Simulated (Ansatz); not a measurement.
# Phonons of Ti-Ta-Ta-Ti stack of (111) layers

Question: is the lattice of Ti-Ta-Ta-Ti stack of (111) layers stable, and if so, what are its coupling constant and resistivity?

Calculated with Ansatz 0.2.0; DFT PBEsol, scalar-relativistic, plane waves, PAW; PAW set soft_1.

**1. Set-up**

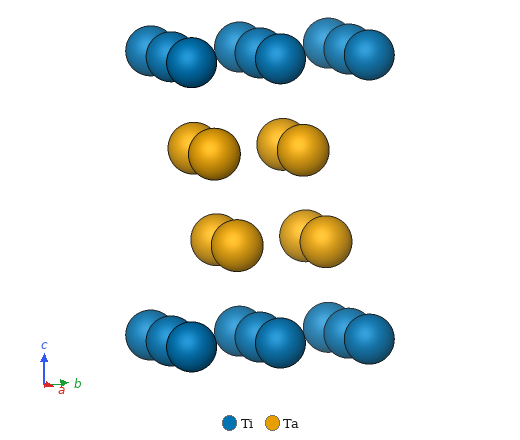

The cell as given, from the side, with the c axis up (titanium blue, tantalum orange). 2×2×1 cells are drawn. Some periodic images of atoms are drawn too.

The cell holds 4 atoms: 2 Ti and 2 Ta. Its edges and angles: a = 2.949 Å, b = 2.949 Å, c = 18.223 Å, α = 90.0°, β = 90.0°, γ = 120.0°. Vacuum lies along c.

**2. Rough relaxation**

The start is far from rest, so a relaxation with loose thresholds does the first part.

input.yaml reads:

```yaml
crystal:
  lattice:
    - [2.94887, 0.0, 0.0]
    - [-1.47444, 2.5538, 0.0]
    - [0.0, 0.0, 18.22324]
  atoms:
    - { symbol: Ti, position: [0.0, 0.0, 0.30181244] }
    - { symbol: Ta, position: [0.33333333, 0.66666667, 0.43393748] }
    - { symbol: Ta, position: [0.66666667, 0.33333333, 0.56606252] }
    - { symbol: Ti, position: [0.0, 0.0, 0.69818756] }
  periodic: [true, true, false]
kpoints:
  mp_grid: { grid: [9, 9, 1] }
hamiltonian:
  xc: pbesol
  pseudopotentials: { kind: paw, azcp: { folder: soft_1 }, xc_functional: pbe }
scf:
  occupations: { method: gaussian, width: 0.1 }
output:
  forces: true
  stress: true
  eigenvalues: true
relax:
  adjacent_minimum: "off"
  f_tol: 0.05
  max_steps: 80
  cell: { stress_2d_tol: 0.02 }
```

Run with:

```
$ ansatz run input.yaml --threads 4 --pin off --max-ram 12288MiB --backend cpu --events-out ev --progress --plain --runs-dir out
```

Numbers of over 12 decimals in the logs are rounded to 6 here.

Output:

```text
Warning: crystal.periodic: the lattice vector that does not repeat stood 0.000° off the slab's normal, 18.223 Å along it as the deck builds it. The run solves the slab on a vector along the normal, 38.246 Å long, with every atom where it was (on the deck's vector they left 11.00 Å outside them, and the widest stretch free of ions among them is 2.41 Å). A fractional position that the run reports is one of the run's ce [...]
The last accepted step is kept in <dir> (removed where the run ends without a failure and the disk answers)
crystal.periodic: the lattice vector that does not repeat stood 0.000° off the slab's normal, 18.223 Å along it as the deck builds it. The run solves the slab on a vector along the normal, 38.246 Å long, with every atom where it was (on the deck's vector they left 11.00 Å outside them, and the widest stretch free of ions among them is 2.41 Å). A fractional position that the run reports is one of the run's cell, which [...]
Engine: ansatz 0.2.0, aarch64-unknown-linux-gnu
Pseudopotentials: kind: paw
Pseudopotential: Ti, paw, valence charge 12, recommended cutoff 420 eV (normal), soft_1/Ti.paw.azcp
Pseudopotential: Ta, paw, valence charge 13, recommended cutoff 420 eV (normal), soft_1/Ta.paw.azcp
Functional definition: PBEsol
  exchange = pbesol_x
  correlation = pbesol_c
Crystal: 4 atoms, lattice volume = 288.028 Å³
Basis set: ecut = 420 eV, 5563 PW (Γ), exchange–correlation on 40×40×512 points (8 copies of the dense FFT grid, shifted against one another)
Bands: 30, of which v1, the nominal top of the filled ones, is band 25 counted from 1 (24 counted from 0)
Symmetry: 12 space group operations
Space group: P-3m1 (ITA 164), of the structure as read, at distance tolerance 6.6e-5 Å
k-points: 12 of 81
Non-local potential: Ti, projectors of the file, l = 0: 3, l = 1: 2, l = 2: 3, l = 3: 1
Non-local potential: Ta, projectors of the file, l = 0: 3, l = 1: 2, l = 2: 2, l = 3: 1
PAW form: soft (Blöchl's): semilocal exchange-correlation on the pseudo side does not see the compensation charge
PAW frozen core: Ti, regenerated for the run's functional, and the local potential with it (the file was generated under x = pbe(κ = 0.804, μ = 0.219515), c = pbe(β = 0.066725))
PAW frozen core: Ta, regenerated for the run's functional, and the local potential with it (the file was generated under x = pbe(κ = 0.804, μ = 0.219515), c = pbe(β = 0.066725))
PAW one-centre angular grid: Ti, 590 points (default); XC on 64 Gauss nodes
PAW one-centre angular grid: Ta, 590 points (default); XC on 64 Gauss nodes
Initial density: superposition of atomic densities (neutral atoms: chi_scale 0, normalization atom)
Initial wavefunctions: pseudopotential atomic-orbital guess
Functional: x = pbesol(κ = 0.804, μ = 0.123457), c = pbesol(β = 0.046)
SCF iter   1: F=—  HF=-24562.430635 eV  |F-HF|=—  |Δ(HF+E_count)|=         —  Δρ=3.65e-2  dr2=3.55e1  ethr=3.10e-3  ⟨swp⟩=12.7  Hψ=2525  notcnv=0
preconditioner: auto → LDOS  [metal: Δε(μ)=0.029 eV  Ē_g=3.203 eV  σ=0.100 eV  W_gap=0.16  n_scr=24 (ndim 8)  ℏωp=9.3 eV  f_vac=0.682  D(μ)=6.29/eV (n_scr^D=24)  β→1.0]
SCF iter   2: F=—  HF=-24560.242109 eV  |F-HF|=—  |Δ(HF+E_count)|=    2.19e0  Δρ=2.22e-2  dr2=1.01e1  ethr=3.10e-3  ⟨swp⟩=6.7  Hψ=1106  notcnv=0
SCF iter   3: F=—  HF=-24559.961616 eV  |F-HF|=—  |Δ(HF+E_count)|=   2.80e-1  Δρ=6.18e-3  dr2=1.56e0  ethr=3.10e-3  ⟨swp⟩=4.6  Hψ=813  notcnv=0  defer=2
SCF iter   4: F=—  HF=-24559.920064 eV  |F-HF|=—  |Δ(HF+E_count)|=   4.16e-2  Δρ=1.72e-3  dr2=3.53e-2  ethr=3.10e-3  ⟨swp⟩=1.6  Hψ=475  notcnv=0  defer=2
SCF iter   5: F=—  HF=-24559.918214 eV  |F-HF|=—  |Δ(HF+E_count)|=   1.85e-3  Δρ=1.26e-3  dr2=5.56e-2  ethr=7.06e-5  ⟨swp⟩=4.1  Hψ=789  notcnv=0  defer=2
SCF iter   6: F=—  HF=-24559.916943 eV  |F-HF|=—  |Δ(HF+E_count)|=   1.27e-3  Δρ=5.58e-4  dr2=1.26e-2  ethr=7.06e-5  ⟨swp⟩=1.7  Hψ=421  notcnv=0
SCF iter   7: F=—  HF=-24559.916820 eV  |F-HF|=—  |Δ(HF+E_count)|=   1.24e-4  Δρ=1.06e-4  dr2=1.32e-4  ethr=2.53e-5  ⟨swp⟩=2.1  Hψ=491  notcnv=0
SCF iter   8: F=—  HF=-24559.916808 eV  |F-HF|=—  |Δ(HF+E_count)|=   1.12e-5  Δρ=5.48e-5  dr2=7.51e-5  ethr=2.63e-7  ⟨swp⟩=4.4  Hψ=905  notcnv=0
SCF iter   9: F=—  HF=-24559.917046 eV  |F-HF|=—  |Δ(HF+E_count)|=   2.37e-4  Δρ=4.06e-5  dr2=1.78e-5  ethr=1.50e-7  ⟨swp⟩=3.5  Hψ=668  notcnv=0
SCF iter  10: F=—  HF=-24559.917044 eV  |F-HF|=—  |Δ(HF+E_count)|=   1.16e-6  Δρ=1.41e-5  dr2=2.40e-6  ethr=3.57e-8  ⟨swp⟩=3.0  Hψ=559  notcnv=0
SCF iter  11: F=-24559.917044 eV  HF=-24559.917044 eV  |F-HF|=3.96e-8  |Δ(HF+E_count)|=   1.69e-9  Δρ=2.39e-6  dr2=6.23e-8  ethr=2.00e-10  ⟨swp⟩=11.6  Hψ=2767  notcnv=0
SCF 1 converged in 11 iterations: F = -24559.917044 eV  dr2 = 6.23e-8
  greatest PAW one-centre occupation: 0.999 electrons in one spin orbital (limit 2), on the Ta atom at site 2 (counted from 0), in its partial waves of l = 0
relax step   1: F+E_penalty+E_count = -24559.91704436 eV  Δ(F+E_penalty+E_count) = +0.000e0 eV  max|allowed force component| = 7.507e-1 eV/Å  Δτ_max = 0.0000 Å  P = -7.207 N/m  Ω = 288.028 Å³  fix = [c, alpha, beta]  reactions: c -0.000 N/m  (11 SCF iters, dr2 threshold 1.00e-7 eV, accepted)
Crystal: 4 atoms, lattice volume = 273.507 Å³
Basis set: ecut = 420 eV, 5371 PW (Γ), exchange–correlation on 40×40×512 points (8 copies of the dense FFT grid, shifted against one another)
Initial density: handed on by an earlier stage of this run
Initial wavefunctions: those handed on with the density
SCF iter   1: F=—  HF=-24560.153423 eV  |F-HF|=—  |Δ(HF+E_count)|=         —  Δρ=1.26e-2  dr2=3.06e0  ethr=3.10e-3  ⟨swp⟩=15.1  Hψ=2381  notcnv=0
preconditioner: auto → LDOS  [metal: Δε(μ)=0.034 eV  Ē_g=3.001 eV  σ=0.100 eV  W_gap=0.19  n_scr=24 (ndim 8)  ℏωp=9.5 eV  f_vac=0.703  D(μ)=6.10/eV (n_scr^D=24)  β→1.0]
SCF iter   2: F=—  HF=-24559.983939 eV  |F-HF|=—  |Δ(HF+E_count)|=   1.69e-1  Δρ=8.89e-3  dr2=9.87e-1  ethr=3.10e-3  ⟨swp⟩=3.5  Hψ=870  notcnv=0
SCF iter   3: F=—  HF=-24559.866059 eV  |F-HF|=—  |Δ(HF+E_count)|=   1.18e-1  Δρ=2.07e-3  dr2=3.82e-2  ethr=1.97e-3  ⟨swp⟩=3.2  Hψ=778  notcnv=0
SCF iter   4: F=—  HF=-24559.859965 eV  |F-HF|=—  |Δ(HF+E_count)|=   6.09e-3  Δρ=7.24e-4  dr2=1.00e-3  ethr=7.64e-5  ⟨swp⟩=4.8  Hψ=920  notcnv=0  defer=1
SCF iter   5: F=—  HF=-24559.860658 eV  |F-HF|=—  |Δ(HF+E_count)|=   6.93e-4  Δρ=2.09e-4  dr2=1.44e-4  ethr=2.00e-6  ⟨swp⟩=3.8  Hψ=870  notcnv=0
SCF iter   6: F=—  HF=-24559.860911 eV  |F-HF|=—  |Δ(HF+E_count)|=   2.52e-4  Δρ=5.87e-5  dr2=1.41e-5  ethr=2.89e-7  ⟨swp⟩=3.2  Hψ=780  notcnv=0
[...]
[... from here on, the SCF cycles and remarks between the steps are left out ...]
relax step   4: F+E_penalty+E_count = -24560.05954420 eV  Δ(F+E_penalty+E_count) = -4.838e-3 eV  max|allowed force component| = 4.088e-2 eV/Å  Δτ_max = 0.0275 Å  P = +0.502 N/m  Ω = 280.891 Å³  energy of the carried Pulay correction = +2.927e-4 eV  fix = [c, alpha, beta]  reactions: c +0.000 N/m  (6 SCF iters, dr2 threshold 4.00e-7 eV, accepted)
relax step   5: F+E_penalty+E_count = -24560.06006501 eV  Δ(F+E_penalty+E_count) = -5.208e-4 eV  max|allowed force component| = 1.014e-2 eV/Å  Δτ_max = 0.0046 Å  P = +0.374 N/m  Ω = 281.431 Å³  energy of the carried Pulay correction = +2.703e-4 eV  fix = [c, alpha, beta]  reactions: c +0.000 N/m  (5 SCF iters, dr2 threshold 2.13e-7 eV, accepted)
relax step   6: F+E_penalty+E_count = -24560.06125433 eV  Δ(F+E_penalty+E_count) = -1.189e-3 eV  max|allowed force component| = 4.006e-2 eV/Å  Δτ_max = 0.0235 Å  P = -0.008 N/m  Ω = 283.688 Å³  energy of the carried Pulay correction = +1.771e-4 eV  fix = [c, alpha, beta]  reactions: c -0.000 N/m  (7 SCF iters, dr2 threshold 1.18e-7 eV, accepted)
relax step   7: F+E_penalty+E_count = -24560.06125162 eV  Δ(F+E_penalty+E_count) = +2.717e-6 eV  max|allowed force component| = 2.618e-2 eV/Å  Δτ_max = 0.0208 Å  P = -0.178 N/m  Ω = 285.169 Å³  energy of the carried Pulay correction = +1.164e-4 eV  fix = [c, alpha, beta]  reactions: c -0.000 N/m  (11 SCF iters, accepted)
relax step   8: F+E_penalty+E_count = -24560.06116071 eV  Δ(F+E_penalty+E_count) = +9.091e-5 eV  max|allowed force component| = 4.592e-2 eV/Å  Δτ_max = 0.0054 Å  P = -0.299 N/m  Ω = 285.224 Å³  energy of the carried Pulay correction = +1.141e-4 eV  fix = [c, alpha, beta]  (6 SCF iters, dr2 threshold 2.66e-8 eV, rejected (line search))
relax step   9: F+E_penalty+E_count = -24560.06141292 eV  Δ(F+E_penalty+E_count) = -1.613e-4 eV  max|allowed force component| = 6.162e-3 eV/Å  Δτ_max = 0.0027 Å  P = -0.093 N/m  Ω = 284.886 Å³  energy of the carried Pulay correction = +1.280e-4 eV  fix = [c, alpha, beta]  reactions: c -0.000 N/m  (10 SCF iters, accepted)
relax step  10: F+E_penalty+E_count = -24560.06152294 eV  Δ(F+E_penalty+E_count) = -1.100e-4 eV  max|allowed force component| = 2.323e-4 eV/Å  Δτ_max = 0.0063 Å  P = -0.005 N/m  Ω = 284.388 Å³  energy of the carried Pulay correction = +1.484e-4 eV  fix = [c, alpha, beta]  reactions: c -0.000 N/m  (7 SCF iters, dr2 threshold 7.28e-9 eV, accepted)
Initial wavefunctions: pseudopotential atomic-orbital guess (no wavefunctions were taken with the density)
iter 1 solved again at ethr=1.43e-7 eV; its pass at ethr=3.10e-3 eV (dr2=7.16e-5 eV) is discarded
SCF iter   1: F=—  HF=-24560.061115 eV  |F-HF|=—  |Δ(HF+E_count)|=         —  Δρ=8.51e-6  dr2=2.55e-8  ethr=1.43e-7  ⟨swp⟩=8.1  Hψ=4332  notcnv=0
eigensolver tolerance schedule: the retry pair's looser diagonalisation over-reported the residual by 2811.44 of it (diagonalisation noise at 0.15 of the residual, at the tolerance the schedule requests for it); recorded, not acted on — ethr = c·dr2/N_el stays at c = 1.0e-1
preconditioner: auto → LDOS  [metal: Δε(μ)=0.055 eV  Ē_g=2.785 eV  σ=0.100 eV  W_gap=0.30  n_scr=24 (ndim 8)  ℏωp=9.3 eV  f_vac=0.699  D(μ)=7.51/eV (n_scr^D=26)  β→1.0]
SCF iter   2: F=—  HF=-24560.061358 eV  |F-HF|=—  |Δ(HF+E_count)|=   2.43e-4  Δρ=4.11e-6  dr2=1.36e-7  ethr=5.09e-11  ⟨swp⟩=5.7  Hψ=1392  notcnv=0
SCF iter   3: F=—  HF=-24560.061358 eV  |F-HF|=—  |Δ(HF+E_count)|=   1.50e-8  Δρ=7.12e-7  dr2=2.84e-9  ethr=5.09e-11  ⟨swp⟩=3.2  Hψ=667  notcnv=0
SCF iter   4: F=—  HF=-24560.061358 eV  |F-HF|=—  |Δ(HF+E_count)|=   8.08e-9  Δρ=4.00e-7  dr2=8.35e-10  ethr=5.67e-12  ⟨swp⟩=4.1  Hψ=805  notcnv=0
SCF iter   5: F=—  HF=-24560.061358 eV  |F-HF|=—  |Δ(HF+E_count)|=  9.68e-10  Δρ=8.94e-8  dr2=6.02e-11  ethr=1.67e-12  ⟨swp⟩=3.8  Hψ=763  notcnv=0
SCF iter   6: F=—  HF=-24560.061358 eV  |F-HF|=—  |Δ(HF+E_count)|=  6.18e-10  Δρ=3.12e-8  dr2=2.96e-12  ethr=1.00e-12  ⟨swp⟩=1.7  Hψ=418  notcnv=0
SCF iter   7: F=—  HF=-24560.061358 eV  |F-HF|=—  |Δ(HF+E_count)|=  2.00e-10  Δρ=1.75e-8  dr2=2.49e-12  ethr=1.00e-12  ⟨swp⟩=13.8  Hψ=2595  notcnv=0
SCF iter   8: F=-24560.061358 eV  HF=-24560.061358 eV  |F-HF|=2.33e-10  |Δ(HF+E_count)|=  8.00e-11  Δρ=7.46e-9  dr2=6.46e-13  ethr=1.00e-12  ⟨swp⟩=6.8  Hψ=1544  notcnv=0
SCF 11 converged in 8 iterations: F = -24560.061358 eV  dr2 = 6.46e-13
relax step  11: F+E_penalty+E_count = -24560.06135812 eV  Δ(F+E_penalty+E_count) = +1.648e-4 eV  max|allowed force component| = 2.478e-4 eV/Å  Δτ_max = 0.0000 Å  P = -0.003 N/m  Ω = 284.388 Å³  fix = [c, alpha, beta]  reactions: c -0.000 N/m  stress off target by 3.11e-3 N/m on what of the cell is left free  SCF on the basis re-selected at this cell (its energy is not comparable with the rows above)  (8 SCF iters)
basis re-selected at this cell: Δ(F+E_penalty+E_count) = +1.648e-4 eV, ΔP = +0.002 N/m vs the last step (what re-selecting the basis moved, of the pressure what is left beyond the Pulay correction that the steps carried, after the strain that the cell walked since its last selection, with what the two solves' SCF thresholds leave and, on support functions, any second-order correction that the steps lacked; it is no m [...]
SCF converged after 8 iterations
Free energy (F): -24560.061358 eV
Harris-Foulkes:  -24560.061358 eV  (|F-HF|=2.33e-10)
Internal energy: -24560.023808 eV  (E = F + TS)
E sigma→0 (E₀):  -24560.042583 eV
Entropy (-TS):   -0.037550 eV (-9.388 meV/atom)
Fermi energy:    -4.384758 eV
--- Per-component energies (eV) ---
  E_band       = -1557.209380
  E_kinetic    = 1349.526625
  E_local      = -203088.962066  (includes V_loc(G=0)·N_el)
  E_nonlocal   = 107.785101
  E_hartree    = 100693.631836
  E_xc         = -866.283545
  E_vxc        = -754.411718  (∫ρ·V_xc dr)
  E_paw        = -18397.858980  (= ΣΔE_a)
  E_vpaw       = -558.411063  (= ΣTr[D̂ρ^β])
  E_aug_tail   = 0.000031  (compensation charges beyond the density's cutoff)
  E_ewald      = 95641.430996
  E_core_change = 0.706195  (= ΣΔE_core)
  E_smearing   = -0.037550  (= −TS)
  E_closure    = -0.000000  (closes the sum)
  Σ components = -24560.061358   (vs F -24560.061358, Δ=0.00e0)
--- Forces (eV/Å), atoms counted from 1 ---
  atom   1  Ti     0.00000000    -0.00000000    -0.00024784
  atom   2  Ta    -0.00000000     0.00000000     0.00012380
  atom   3  Ta    -0.00000000    -0.00000000    -0.00012380
  atom   4  Ti    -0.00000000     0.00000000     0.00024784
  max |Σ_I F_I| component: 1.85e-17 eV/Å
--- 2D stress c σ (N/m, compression-positive) ---
       -0.003112       0.000000       0.000000
        0.000000      -0.003112      -0.000000
        0.000000      -0.000000      -0.000000
  P = ½ c Tr σ = -0.0031 N/m
--- Band table (eV; the first three rows and the last of 12) ---
  k-point 0: bands = [... 21 lower, -4.5406, -4.1701, -4.1701, -4.1296, -4.1005, -3.9705, -3.9705, -3.7116, ... 1 higher]
  k-point 1: bands = [... 21 lower, -4.8141, -4.7654, -4.5709, -3.9959, -3.9631, -3.8239, -3.7796, -3.7617, ... 1 higher]
  k-point 2: bands = [... 21 lower, -5.5809, -5.4044, -4.8969, -4.4587, -4.3090, -3.9492, -3.5966, -3.5227, ... 1 higher]
  k-point 11: bands = [... 21 lower, -5.9766, -5.7596, -4.8206, -4.8206, -4.3228, -4.3228, -4.1932, -4.1932, ... 1 higher]
--- Relaxed structure (10 steps of the walk, 8 accepted, 1 SCFs on fresh bases) ---
  F+E_penalty+E_count = -24560.06135812 eV   max|allowed force component| = 2.478e-4 eV/Å   (the final SCF, on the basis selected at the relaxed cell)
  cell:  # Å, volume = 284.3884 Å³
    - [2.930184, 2.868456790485056e-6, 0]
    - [-1.465094, 2.537612, 0]
    - [0, 0, 38.246478]
  atoms:
    - { symbol: Ti, position: [2.010793441554419e-18, 2.0107957145077106e-18, 0.147993] }
    - { symbol: Ta, position: [0.333333, 0.666667, 0.206553] }
    - { symbol: Ta, position: [0.666667, 0.333333, 0.269915] }
    - { symbol: Ti, position: [-2.0107934415544186e-18, -2.0107957145077102e-18, 0.328475] }
```

Run time: 32 s. Hardware: 4 threads of Arm Neoverse V1, shared host; peak memory 0.67 GiB.

The steps of the relaxation:

```tsv
step	energy less that of the first step (eV)	largest force component (eV/Å)	volume (Å³)
1	0.0000	0.7507	288.03
2	0.0561	1.3533	273.51
3	-0.1377	0.1611	281.78
4	-0.1425	0.0409	280.89
5	-0.1430	0.0101	281.43
6	-0.1442	0.0401	283.69
7	-0.1442	0.0262	285.17
8	-0.1441	0.0459	285.22
9	-0.1444	0.0062	284.89
10	-0.1445	0.0002	284.39
11*	-0.1443	0.0002	284.39
```

Relaxation steps marked * repeat the geometry before them on a plane-wave basis chosen anew for their cell, so energy and pressure can jump there. Relaxation steps 2, 8 were tried and not accepted.

Forces are held to the 12 operations that the run works with; a distortion that breaks them can't arise in this run.

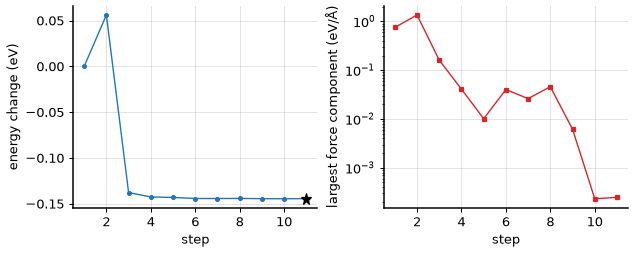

Energy and largest force along the relaxation. Stars mark steps on a basis chosen anew.

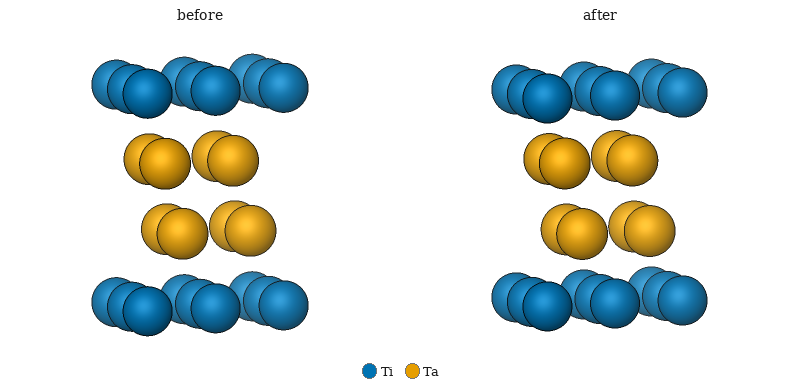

Before and after, at one scale.

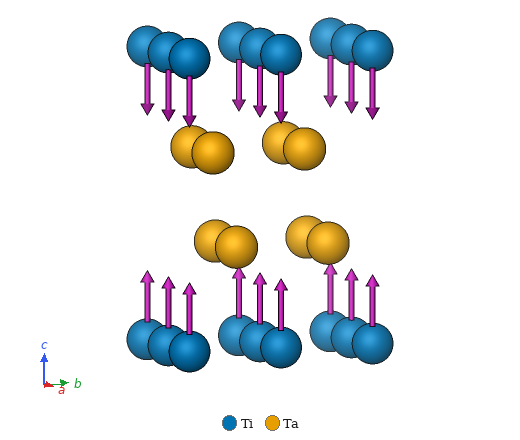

Displacements in the relaxation, exaggerated, measured against the changing cell; the longest in the cell stands for 0.16 Å. 2×2×1 cells are drawn. Some periodic images of atoms are drawn too.

```tsv
cell as run	before	after	change
a (Å)	2.949	2.930	-0.6 %
b (Å)	2.949	2.930	-0.6 %
```

The atoms that moved most (Å, along periodic axes as changes of fractional coordinates times the final cell, across vacuum about the mean position):

```tsv
atom	dx	dy	dz	length
Ti4	0.000	0.000	-0.160	0.160
Ti1	0.000	0.000	0.160	0.160
Ta3	0.000	0.000	0.008	0.008
Ta2	0.000	0.000	-0.008	0.008
```

Final coordinates:

```xyz
4
Lattice="2.9302 0.0000 0.0000 -1.4651 2.5376 0.0000 0.0000 0.0000 38.2465" Properties=species:S:1:pos:R:3
Ti    0.0000    0.0000    5.6602
Ta    0.0000    1.6917    7.8999
Ta    1.4651    0.8459   10.3233
Ti    0.0000    0.0000   12.5630
```

Numbers from this step:

```
metallic on mesh  : yes
gap on the k-mesh : 0 eV
```

The relaxation ends with a largest force component of 2.5e-4 eV/Å.

**3. Relaxation**

Lattice constant and positions set the bands and the force constants, so the cell is relaxed first.

input.yaml, the sections that differ from step 2:

```yaml
crystal:
  lattice:
    - [2.9301838767, 2.8685e-06, 0.0]
    - [-1.4650944225, 2.5376122407, 0.0]
    - [0.0, 0.0, 38.2464778836]
  atoms:
    - { symbol: Ti, position: [0.0, 0.0, 0.1479934222] }
    - { symbol: Ta, position: [0.3333333333, 0.6666666667, 0.2065532828] }
    - { symbol: Ta, position: [0.6666666667, 0.3333333333, 0.2699151663] }
    - { symbol: Ti, position: [0.0, 0.0, 0.3284750269] }
  periodic: [true, true, false]
kpoints:
  mp_grid: { grid: [12, 12, 1] }
relax:
  adjacent_minimum: "off"
  f_tol: 0.005
  max_steps: 80
  cell: { stress_2d_tol: 0.02 }
# hamiltonian, scf, output: as in step 2
```

Output:

```text
[the first part of the log is left out]
  E_aug_tail   = 0.000031  (compensation charges beyond the density's cutoff)
  E_ewald      = 95624.780146
  E_core_change = 0.706195  (= ΣΔE_core)
  E_smearing   = -0.030969  (= −TS)
  E_closure    = 0.000000  (closes the sum)
  Σ components = -24560.061376   (vs F -24560.061376, Δ=0.00e0)
--- Forces (eV/Å), atoms counted from 1 ---
  atom   1  Ti     0.00000000     0.00000000    -0.00072859
  atom   2  Ta    -0.00000000    -0.00000000    -0.00068528
[...]
0.000000      -0.000000      -0.000000
  P = ½ c Tr σ = -0.0061 N/m
--- Band table (eV; the first three rows and the last of 19) ---
[...]
--- Relaxed structure (4 steps of the walk, 3 accepted, 1 SCFs on fresh bases) ---
[...]
cell:  # Å, volume = 284.3930 Å³
    - [2.930208, 2.86849793249677e-6, 0]
    - [-1.465106, 2.537633, 0]
    - [0, 0, 38.2464778836]
  atoms:
    - { symbol: Ti, position: [0, 0, 0.147946] }
    - { symbol: Ta, position: [0.333333, 0.666667, 0.206586] }
    - { symbol: Ta, position: [0.666667, 0.333333, 0.269882] }
    - { symbol: Ti, position: [0, 0, 0.328523] }
```

Elapsed: 21 s, on 4 threads; peak memory 0.72 GiB.

Little changed from the start: no atom moved by 0.005 Å and no cell edge by 0.1 %.

(Part 1 of 2 ends here.)

[Logs are printed without paths, hosts, clocks, repeated set-up lines and the standing remarks that a program may print on its own settings, such as how far it seeks lower states.]

[Hosts, paths, dates, database ids (printed as entryN), source tags and the programs' standing remarks are cut or masked in the printed files.]
